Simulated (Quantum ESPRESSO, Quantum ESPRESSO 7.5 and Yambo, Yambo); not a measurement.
**MoS2 (P6_3/mmc): G0W0 with Yambo, start to end**

Wanted: ground state, empty states, screening and self-energy for MoS2 (P6_3/mmc).

Program: Quantum ESPRESSO 7.5 and Yambo 5.3.0. Level of theory: PBE and many-body steps on it, plane waves. Results are calculated unless marked as measured.

The database entry behind the starting cell differs from later determinations by our own check (about 0.3 % long), so it need not match the best structure at ambient conditions.

## Step 1: Set-up

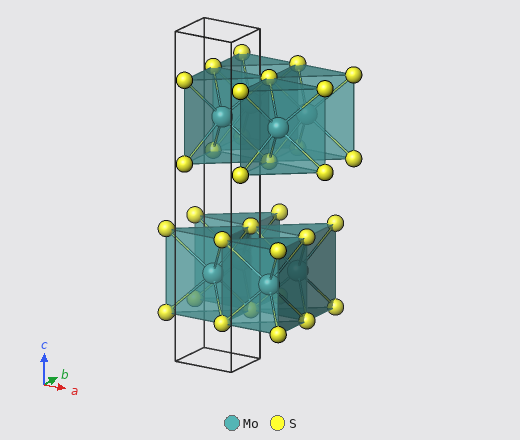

The cell as given, slightly off an axis (molybdenum teal, sulfur yellow). 2×2×1 cells are drawn. Some periodic images of atoms are drawn too.

The cell and positions come from the Crystallography Open Database and are kept as given unless a step says otherwise.

## Step 2: Ground state

This step: Quantum ESPRESSO 7.5; DFT, PBE, plane waves, norm-conserving pseudopotentials.

The ground-state density comes first.

File pw.in:

```
&control
  calculation = 'scf'
  prefix = 'x'
  outdir = 'o'
  pseudo_dir = 'pseudo'
/
&system
  ibrav = 0
  nat = 6
  ntyp = 2
  ecutwfc = 72.0
  nbnd = 33
  force_symmorphic = .true.
/
&electrons
  conv_thr = 1e-10
  electron_maxstep = 80
  mixing_beta = 0.5
/
ATOMIC_SPECIES
  Mo 95.95 Mo.upf
  S 32.06 S.upf
CELL_PARAMETERS angstrom
  3.1690000000 -0.0000000000 0.0000000000
  -1.5845000000 2.7444345046 0.0000000000
  0.0000000000 0.0000000000 12.3240000000
ATOMIC_POSITIONS crystal
  Mo 0.3333333333 0.6666666667 0.2500000000
  Mo 0.6666666667 0.3333333333 0.7500000000
  S 0.3333333333 0.6666666667 0.6230000000
  S 0.6666666667 0.3333333333 0.1230000000
  S 0.3333333333 0.6666666667 0.8770000000
  S 0.6666666667 0.3333333333 0.3770000000
K_POINTS automatic
  6 6 2 0 0 0
```

Command:

```sh
OMP_NUM_THREADS=1 mpirun -n 16 pw.x -nk 8 -in pw.in > pw.out
```

What it wrote:

```text
Program PWSCF v.7.5 starts

     This program is part of the open-source Quantum ESPRESSO suite
     for quantum simulation of materials; please cite
         "P. Giannozzi et al., J. Phys.:Condens. Matter 21 395502 (2009);
         "P. Giannozzi et al., J. Phys.:Condens. Matter 29 465901 (2017);
         "P. Giannozzi et al., J. Chem. Phys. 152 154105 (2020);
     in publications or presentations arising from this work. More details at
     Message from routine setup:
     using ibrav=0 with symmetry is DISCOURAGED, use correct ibrav instead

     bravais-lattice index     =            0
     lattice parameter (alat)  =       5.9885  a.u.
     unit-cell volume          =     723.3082 (a.u.)^3
     number of atoms/cell      =            6
     number of atomic types    =            2
     number of electrons       =        52.00
     number of Kohn-Sham states=           33
     kinetic-energy cutoff     =      72.0000  Ry
     charge density cutoff     =     288.0000  Ry
     scf convergence threshold =      1.0E-10
     mixing beta               =       0.5000
     number of iterations used =            8  plain     mixing
     Exchange-correlation= PBE
                           (   1   4   3   4   0   0   0)

     celldm(1)=   5.988542  celldm(2)=   0.000000  celldm(3)=   0.000000
     celldm(4)=   0.000000  celldm(5)=   0.000000  celldm(6)=   0.000000

     crystal axes: (cart. coord. in units of alat)
               a(1) = (   1.000000  -0.000000   0.000000 )
               a(2) = (  -0.500000   0.866025   0.000000 )
               a(3) = (   0.000000   0.000000   3.888924 )

     reciprocal axes: (cart. coord. in units 2 pi/alat)
               b(1) = (  1.000000  0.577350 -0.000000 )
               b(2) = (  0.000000  1.154701 -0.000000 )
               b(3) = ( -0.000000 -0.000000  0.257141 )
     Pseudo is Norm-conserving + core correction, Zval = 14.0
     Generated using ONCVPSP code by D. R. Hamann
     Using radial grid of 1640 points,  6 beta functions with:
     Pseudo is Norm-conserving + core correction, Zval =  6.0
     Generated using ONCVPSP code by D. R. Hamann
     Using radial grid of 1146 points,  6 beta functions with:
     Mo               14.00    95.95000     Mo( 1.00)
     S                 6.00    32.06000     S ( 1.00)

     12 Sym. Ops., with inversion, found

   Cartesian axes

     site n.     atom                  positions (alat units)
         1        Mo     tau(   1) = (  -0.0000000   0.5773503   0.9722310  )
         2        Mo     tau(   2) = (   0.5000000   0.2886751   2.9166930  )
         3        S      tau(   3) = (  -0.0000000   0.5773503   2.4227996  )
         4        S      tau(   4) = (   0.5000000   0.2886751   0.4783376  )
         5        S      tau(   5) = (  -0.0000000   0.5773503   3.4105863  )
         6        S      tau(   6) = (   0.5000000   0.2886751   1.4661243  )

     number of k points=    14
                       cart. coord. in units 2pi/alat
        k(    1) = (   0.0000000   0.0000000   0.0000000), wk =   0.0277778
        k(    2) = (   0.0000000   0.0000000  -0.1285703), wk =   0.0277778
        k(    3) = (   0.0000000   0.1924501   0.0000000), wk =   0.1666667
        k(    4) = (   0.0000000   0.1924501  -0.1285703), wk =   0.1666667
        k(    5) = (   0.0000000   0.3849002   0.0000000), wk =   0.1666667
        k(    6) = (   0.0000000   0.3849002  -0.1285703), wk =   0.1666667
        k(    7) = (   0.0000000  -0.5773503   0.0000000), wk =   0.0833333
        k(    8) = (   0.0000000  -0.5773503  -0.1285703), wk =   0.0833333
        k(    9) = (   0.1666667   0.2886751   0.0000000), wk =   0.1666667
        k(   10) = (   0.1666667   0.2886751  -0.1285703), wk =   0.1666667
        k(   11) = (   0.1666667   0.4811252   0.0000000), wk =   0.3333333
        k(   12) = (   0.1666667   0.4811252  -0.1285703), wk =   0.3333333
        k(   13) = (   0.3333333   0.5773503   0.0000000), wk =   0.0555556
        k(   14) = (   0.3333333   0.5773503  -0.1285703), wk =   0.0555556

     Dense  grid:    59645 G-vectors     FFT dimensions: (  36,  36, 125)

     Initial potential from superposition of free atoms

     starting charge      51.9970, renormalised to      52.0000
     Starting wfcs are   36 randomized atomic wfcs

     per-process dynamical memory:    29.4 Mb

     Self-consistent Calculation

     iteration #  1     ecut=    72.00 Ry     beta= 0.50

     total energy              =    -369.39237358 Ry
     estimated scf accuracy    <       0.89855731 Ry

     iteration #  2     ecut=    72.00 Ry     beta= 0.50

     total energy              =    -369.28278451 Ry
     estimated scf accuracy    <       3.53421524 Ry

     iteration #  3     ecut=    72.00 Ry     beta= 0.50

     total energy              =    -369.78651445 Ry
     estimated scf accuracy    <       0.03928387 Ry

     iteration #  4     ecut=    72.00 Ry     beta= 0.50

     total energy              =    -369.79145915 Ry
     estimated scf accuracy    <       0.00663462 Ry

     iteration #  5     ecut=    72.00 Ry     beta= 0.50

     total energy              =    -369.79198058 Ry
     estimated scf accuracy    <       0.00382066 Ry

     iteration #  6     ecut=    72.00 Ry     beta= 0.50

     total energy              =    -369.79253075 Ry
     estimated scf accuracy    <       0.00180504 Ry

     iteration #  7     ecut=    72.00 Ry     beta= 0.50

     total energy              =    -369.79265307 Ry
     estimated scf accuracy    <       0.00006861 Ry

     iteration #  8     ecut=    72.00 Ry     beta= 0.50

     total energy              =    -369.79267554 Ry
     estimated scf accuracy    <       0.00003235 Ry

     iteration #  9     ecut=    72.00 Ry     beta= 0.50

     total energy              =    -369.79267741 Ry
     estimated scf accuracy    <       0.00000263 Ry

     iteration # 10     ecut=    72.00 Ry     beta= 0.50

     total energy              =    -369.79267790 Ry
     estimated scf accuracy    <       0.00000005 Ry

     iteration # 11     ecut=    72.00 Ry     beta= 0.50

     total energy              =    -369.79267793 Ry
     estimated scf accuracy    <       0.00000004 Ry

     iteration # 12     ecut=    72.00 Ry     beta= 0.50

     total energy              =    -369.79267793 Ry
     estimated scf accuracy    <       0.00000001 Ry

     iteration # 13     ecut=    72.00 Ry     beta= 0.50

     total energy              =    -369.79267793 Ry
     estimated scf accuracy    <          1.4E-09 Ry

     iteration # 14     ecut=    72.00 Ry     beta= 0.50

     End of self-consistent calculation

          k = 0.0000 0.0000 0.0000 (  7437 PWs)   bands (ev):

   -50.5383 -50.5383 -24.6884 -24.6883 -24.4613 -24.4613 -24.4612 -24.4612
    -3.9616  -3.6916  -2.7522  -2.3099   4.1333   5.1658   7.5093   7.7226
     7.7226   7.7359   7.7359   8.8164   8.8164   8.8631   8.8631   9.8089
     9.8478  10.9922  13.0918  13.0918  13.1200  13.1200  13.2560  13.2560
    13.4279

          k = 0.0000 0.0000-0.1286 (  7394 PWs)   bands (ev):

   -50.5383 -50.5383 -24.6883 -24.6883 -24.4612 -24.4612 -24.4612 -24.4612
    -3.8469  -3.8469  -2.5134  -2.5134   4.5688   4.5688   7.7291   7.7291
     7.7291   7.7291   8.4343   8.4343   8.8397   8.8397   8.8397   8.8397
    10.7265  10.7265  13.0972  13.0972  13.0972  13.0972  13.3503  13.3503
    13.3503

          k = 0.0000 0.1925 0.0000 (  7442 PWs)   bands (ev):

   -50.5285 -50.5285 -24.6689 -24.6688 -24.5603 -24.5603 -24.4839 -24.4838
    -3.5570  -3.2955  -2.5591  -2.1681   4.5676   5.5623   6.8542   6.9304
     6.9989   7.7184   8.1219   8.1570   8.2525   8.3135   8.9356   9.8074
     9.8268  10.2214  12.4828  12.8459  12.8567  13.0505  13.0659  13.1601
    13.6280

          k = 0.0000 0.1925-0.1286 (  7432 PWs)   bands (ev):

     [... further k-points ...]

     highest occupied, lowest unoccupied level (ev):    10.9922   11.8810

!    total energy              =    -369.79267793 Ry
     estimated scf accuracy    <          7.8E-11 Ry

     The total energy is the sum of the following terms:
     one-electron contribution =    -171.31863372 Ry
     hartree contribution      =     107.97705961 Ry
     xc contribution           =     -66.75611607 Ry
     ewald contribution        =    -239.69498775 Ry

     convergence has been achieved in  14 iterations

     XML data file, charge density, pseudopotentials, collected wavefunctions

=------------------------------------------------------------------------------=
   JOB DONE.
=------------------------------------------------------------------------------=
```

Run time: 7.7 s. Hardware: 16 MPI ranks of Arm Neoverse V2, shared host; peak memory 1.1 GiB.

Numbers from this step:

```yaml
total_energy: -5031.2857 eV
gap: 0.8888 eV
k_of_the_valence_top: 0, 0, 0
k_of_the_conduction_bottom: 0.1667, 0.1667, 0
least_direct_gap: 1.654 eV
```

The gap is indirect, with the least direct gap 0.77 eV higher.

## Step 3: Bands along the symmetry lines

The cheap functional maps the bands first; the places of the edges decide which points the dearer methods must see.

File pw.in:

```
&control
  calculation = 'bands'
  prefix = 'x'
  outdir = 'o'
  pseudo_dir = 'pseudo'
/
&system
  ibrav = 0
  nat = 6
  ntyp = 2
  ecutwfc = 72.0
  nbnd = 32
  force_symmorphic = .true.
/
&electrons
  conv_thr = 1e-9
  electron_maxstep = 80
  diago_full_acc = .true.
  diago_thr_init = 5e-6
/
ATOMIC_SPECIES
  Mo 95.95 Mo.upf
  S 32.06 S.upf
CELL_PARAMETERS angstrom
  3.1690000000 -0.0000000000 0.0000000000
  -1.5845000000 2.7444345046 0.0000000000
  0.0000000000 0.0000000000 12.3240000000
ATOMIC_POSITIONS crystal
  Mo 0.3333333333 0.6666666667 0.2500000000
  Mo 0.6666666667 0.3333333333 0.7500000000
  S 0.3333333333 0.6666666667 0.6230000000
  S 0.6666666667 0.3333333333 0.1230000000
  S 0.3333333333 0.6666666667 0.8770000000
  S 0.6666666667 0.3333333333 0.3770000000
K_POINTS crystal
  75
  0.00000000 0.00000000 0.00000000 1
  0.06250000 0.00000000 0.00000000 1
  0.12500000 0.00000000 0.00000000 1
  0.18750000 0.00000000 0.00000000 1
  0.25000000 0.00000000 0.00000000 1
  0.31250000 0.00000000 0.00000000 1
  0.37500000 0.00000000 0.00000000 1
  0.43750000 0.00000000 0.00000000 1
  0.50000000 0.00000000 0.00000000 1
  0.47916667 0.04166667 0.00000000 1
  0.45833333 0.08333333 0.00000000 1
  0.43750000 0.12500000 0.00000000 1
  0.41666666 0.16666666 0.00000000 1
  0.39583333 0.20833333 0.00000000 1
  0.37500000 0.25000000 0.00000000 1
  0.35416666 0.29166666 0.00000000 1
  0.33333333 0.33333333 0.00000000 1
  0.29166666 0.29166666 0.00000000 1
  0.25000000 0.25000000 0.00000000 1
  0.20833333 0.20833333 0.00000000 1
  0.16666666 0.16666666 0.00000000 1
  0.12500000 0.12500000 0.00000000 1
  0.08333333 0.08333333 0.00000000 1
  0.04166667 0.04166667 0.00000000 1
  0.00000000 0.00000000 0.00000000 1
  0.00000000 0.00000000 0.06250000 1
  0.00000000 0.00000000 0.12500000 1
  0.00000000 0.00000000 0.18750000 1
  0.00000000 0.00000000 0.25000000 1
  0.00000000 0.00000000 0.31250000 1
  0.00000000 0.00000000 0.37500000 1
  0.00000000 0.00000000 0.43750000 1
  0.00000000 0.00000000 0.50000000 1
  0.06250000 0.00000000 0.50000000 1
  0.12500000 0.00000000 0.50000000 1
  0.18750000 0.00000000 0.50000000 1
  0.25000000 0.00000000 0.50000000 1
  0.31250000 0.00000000 0.50000000 1
  0.37500000 0.00000000 0.50000000 1
  0.43750000 0.00000000 0.50000000 1
  0.50000000 0.00000000 0.50000000 1
  0.47916667 0.04166667 0.50000000 1
  0.45833333 0.08333333 0.50000000 1
  0.43750000 0.12500000 0.50000000 1
  0.41666666 0.16666666 0.50000000 1
  0.39583333 0.20833333 0.50000000 1
  0.37500000 0.25000000 0.50000000 1
  0.35416666 0.29166666 0.50000000 1
  0.33333333 0.33333333 0.50000000 1
  0.29166666 0.29166666 0.50000000 1
  0.25000000 0.25000000 0.50000000 1
  0.20833333 0.20833333 0.50000000 1
  0.16666666 0.16666666 0.50000000 1
  0.12500000 0.12500000 0.50000000 1
  0.08333333 0.08333333 0.50000000 1
  0.04166667 0.04166667 0.50000000 1
  0.00000000 0.00000000 0.50000000 1
  0.50000000 0.00000000 0.50000000 1
  0.50000000 0.00000000 0.43750000 1
  0.50000000 0.00000000 0.37500000 1
  0.50000000 0.00000000 0.31250000 1
  0.50000000 0.00000000 0.25000000 1
  0.50000000 0.00000000 0.18750000 1
  0.50000000 0.00000000 0.12500000 1
  0.50000000 0.00000000 0.06250000 1
  0.50000000 0.00000000 0.00000000 1
  0.33333333 0.33333333 0.50000000 1
  0.33333333 0.33333333 0.43750000 1
  0.33333333 0.33333333 0.37500000 1
  0.33333333 0.33333333 0.31250000 1
  0.33333333 0.33333333 0.25000000 1
  0.33333333 0.33333333 0.18750000 1
  0.33333333 0.33333333 0.12500000 1
  0.33333333 0.33333333 0.06250000 1
  0.33333333 0.33333333 0.00000000 1
```

Command:

```sh
OMP_NUM_THREADS=1 mpirun -n 16 pw.x -nk 16 -in pw.in > pw.out
```

What it wrote:

```text
[banner, memory and clock lines left out]
Program PWSCF v.7.5 starts

     Atomic positions and unit cell read from directory:
     o/x.save/

     Message from routine setup:
     using ibrav=0 with symmetry is DISCOURAGED, use correct ibrav instead

     G-vector sticks info

     bravais-lattice index     =            0
     lattice parameter (alat)  =       5.9885  a.u.
     unit-cell volume          =     723.3082 (a.u.)^3
     number of atoms/cell      =            6
     number of atomic types    =            2
     number of electrons       =        52.00
     number of Kohn-Sham states=           32
     kinetic-energy cutoff     =      72.0000  Ry
     charge density cutoff     =     288.0000  Ry
     Exchange-correlation= PBE
                           (   1   4   3   4   0   0   0)

     celldm(1)=   5.988542  celldm(2)=   0.000000  celldm(3)=   0.000000
     celldm(4)=   0.000000  celldm(5)=   0.000000  celldm(6)=   0.000000

     crystal axes: (cart. coord. in units of alat)
               a(1) = (   1.000000  -0.000000   0.000000 )
               a(2) = (  -0.500000   0.866025   0.000000 )
               a(3) = (   0.000000   0.000000   3.888924 )

     reciprocal axes: (cart. coord. in units 2 pi/alat)
               b(1) = (  1.000000  0.577350 -0.000000 )
               b(2) = (  0.000000  1.154701 -0.000000 )
               b(3) = ( -0.000000 -0.000000  0.257141 )
     Pseudo is Norm-conserving + core correction, Zval = 14.0
     Generated using ONCVPSP code by D. R. Hamann
     Using radial grid of 1640 points,  6 beta functions with:
     Pseudo is Norm-conserving + core correction, Zval =  6.0
     Generated using ONCVPSP code by D. R. Hamann
     Using radial grid of 1146 points,  6 beta functions with:
     Mo               14.00    95.95000     Mo( 1.00)
     S                 6.00    32.06000     S ( 1.00)

     12 Sym. Ops., with inversion, found

   Cartesian axes

     site n.     atom                  positions (alat units)
         1        Mo     tau(   1) = (  -0.0000000   0.5773503   0.9722310  )
         2        Mo     tau(   2) = (   0.5000000   0.2886751   2.9166930  )
         3        S      tau(   3) = (  -0.0000000   0.5773503   2.4227996  )
         4        S      tau(   4) = (   0.5000000   0.2886751   0.4783376  )
         5        S      tau(   5) = (  -0.0000000   0.5773503   3.4105863  )
         6        S      tau(   6) = (   0.5000000   0.2886751   1.4661243  )

     number of k points=    75
                       cart. coord. in units 2pi/alat
        k(    1) = (   0.0000000   0.0000000   0.0000000), wk =   0.0266667
        k(    2) = (   0.0625000   0.0360844   0.0000000), wk =   0.0266667
        k(    3) = (   0.1250000   0.0721688   0.0000000), wk =   0.0266667
[...]
[... 63 further rows ...]
        k(   74) = (   0.3333333   0.5773503   0.0160713), wk =   0.0266667
        k(   75) = (   0.3333333   0.5773503   0.0000000), wk =   0.0266667

     Dense  grid:    59645 G-vectors     FFT dimensions: (  36,  36, 125)

     The potential is recalculated from file :
     o/x.save/charge-density

     Starting wfcs are   36 randomized atomic wfcs

     Band Structure Calculation

     End of band structure calculation

          k = 0.0000 0.0000 0.0000 (  7437 PWs)   bands (ev):

   -50.5384 -50.5384 -24.6885 -24.6884 -24.4614 -24.4614 -24.4613 -24.4613
    -3.9616  -3.6916  -2.7522  -2.3099   4.1333   5.1657   7.5093   7.7226
     7.7226   7.7359   7.7359   8.8164   8.8164   8.8630   8.8630   9.8089
[...]
k = 0.0625 0.0361 0.0000 (  7418 PWs)   bands (ev):

[...]
k = 0.1250 0.0722 0.0000 (  7444 PWs)   bands (ev):

[...]
k = 0.3333 0.5774 0.0161 (  7467 PWs)   bands (ev):

[...]
k = 0.3333 0.5774 0.0000 (  7476 PWs)   bands (ev):

[...]
6.0822   6.3466   6.7920   6.7920   7.2036   7.2036   8.2946   8.2947
    10.2282  10.3900  12.0439  12.0439  12.8357  13.8283  13.8284  13.8589

     XML data file, pseudopotentials, collected wavefunctions
```

It took 9 s on 16 MPI ranks; peak memory 1.4 GiB.

This step gave:

| Quantity | Value |
| --- | --- |
| gap | 0.8888 eV |
| k of the valence top | 0, 0, 0 |
| k of the conduction bottom | 0.1667, 0.1667, 0 |
| least direct gap | 1.654 eV |

The gap is 0.889 eV, as in the run before at this level.

The electronic bands at the labelled points (eV, zero at the top of the highest filled band):

| point | band 23 | band 24 | band 25 | band 26 | band 27 | band 28 | band 29 | band 30 |
| --- | --- | --- | --- | --- | --- | --- | --- | --- |
| Γ | -2.13 | -1.18 | -1.14 | 0.00 | 2.10 | 2.10 | 2.13 | 2.13 |
| M | -1.73 | -1.53 | -1.40 | -1.27 | 1.60 | 1.65 | 2.00 | 2.26 |
| K | -2.70 | -2.70 | -0.76 | -0.60 | 1.05 | 1.05 | 1.84 | 2.84 |
| Γ | -2.13 | -1.18 | -1.14 | 0.00 | 2.10 | 2.10 | 2.13 | 2.13 |
| A | -2.15 | -2.15 | -0.27 | -0.27 | 2.10 | 2.10 | 2.10 | 2.10 |
| L | -1.63 | -1.63 | -1.33 | -1.33 | 1.62 | 1.62 | 2.14 | 2.14 |
| H | -2.87 | -2.87 | -0.69 | -0.69 | 1.05 | 1.05 | 2.30 | 2.30 |
| A | -2.15 | -2.15 | -0.27 | -0.27 | 2.10 | 2.10 | 2.10 | 2.11 |
| jump to L | -1.63 | -1.63 | -1.33 | -1.33 | 1.62 | 1.62 | 2.14 | 2.14 |
| M | -1.73 | -1.53 | -1.40 | -1.27 | 1.60 | 1.65 | 2.00 | 2.26 |
| jump to H | -2.87 | -2.87 | -0.69 | -0.69 | 1.05 | 1.05 | 2.30 | 2.30 |
| K | -2.70 | -2.70 | -0.76 | -0.60 | 1.05 | 1.05 | 1.84 | 2.84 |

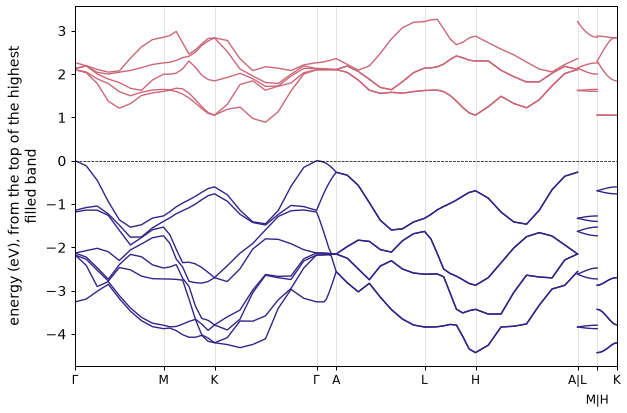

Electronic bands along the path; lines of filled and empty bands in two colours.

(Part 1 of 3 ends here.)

[Paths, hosts, dates, memory and timing lines, banners, echoed tables and standing remarks are left out of the program output.]

[Logs are printed without paths, hosts, clocks, repeated set-up lines and the standing remarks that a program may print on its own settings, such as how far it seeks lower states.]

[Runs of the session that timed out or met a known fault of the program may be left out.]

[Hosts, paths, dates, database ids (printed as entryN), source tags and the programs' standing remarks are cut or masked in the printed files.]
